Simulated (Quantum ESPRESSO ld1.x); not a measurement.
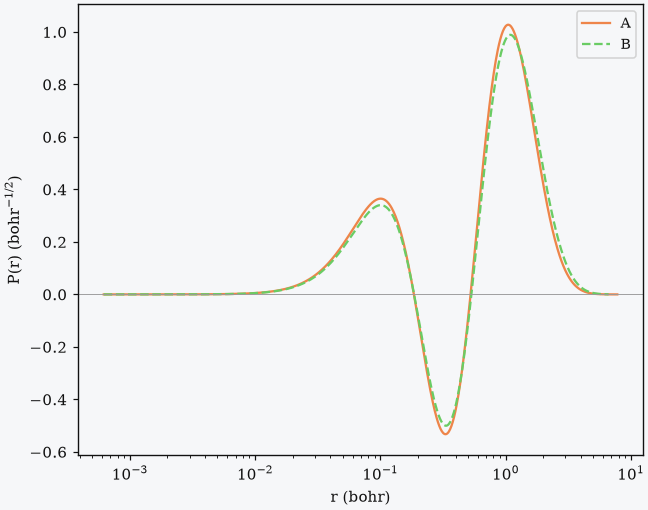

The thallium ion Tl³⁺ was computed in two configurations: [Xe] 4f12 5d10 6p2 (high spin); [Xe] 4f14 5d8 6s2 (high spin). Level of theory: scalar-relativistic Kohn-Sham, LDA (Slater exchange, Perdew-Zunger correlation), spin-polarised, spherical densities, point nucleus. Computed with Quantum ESPRESSO ld1.x 7.5.

The plot shows P(r) = r R(r) of the 5d down orbital in both runs (large components where relativistic).

Assign A and B.

A is [Xe] 4f12 5d10 6p2 (high spin) (⟨r⟩ = 1.22 bohr, eigenvalue −57.5 eV); B is [Xe] 4f14 5d8 6s2 (high spin) (⟨r⟩ = 1.30 bohr, eigenvalue −50.3 eV). The orbital is smaller where the other electrons screen the nucleus less.
